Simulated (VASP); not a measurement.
Here is the system:

```
CdZn3Se4
1.0
   -0.00780     5.74337     5.75707
    5.74337    -0.00780     5.75707
    2.86779     2.86779     0.00000
Zn Se Cd
3 4 1
Direct
  0.00067   0.00067   0.99866
  0.00200   0.49816   0.99984
  0.49816   0.00200   0.99984
  0.12520   0.12520   0.24960
  0.10776   0.63078   0.26146
  0.63078   0.10776   0.26146
  0.63721   0.63721   0.22558
  0.49821   0.49821   0.00358
```

The numbers are results of PBEsol GGA, VASP's PBE PAW potentials (set 64) (plane waves; VASP), not measurements. Run with 400 eV cut-off, 4×4×8 Γ-centred mesh, tetrahedra with Blöchl corrections, potentials Zn Se Cd.

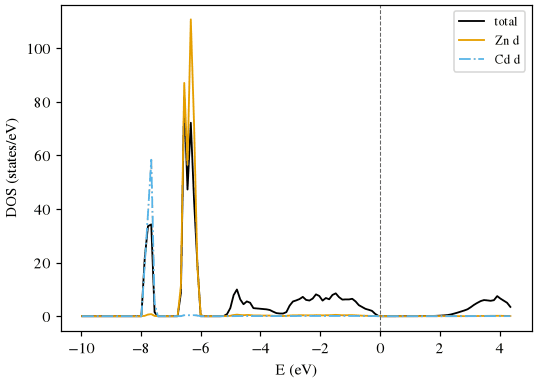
*Total and projected density of states, zero at the valence-band maximum*

Within 2 eV below the valence-band maximum the largest weight inside VASP's projection spheres is Se p.

The gap is direct, 0.87 eV, from the valence maximum at Γ to the conduction minimum at Γ.

The structure was generated: CdZn3Se4 was put into an ordered model structure (Amm2), which need not be its known phase. It was relaxed first.
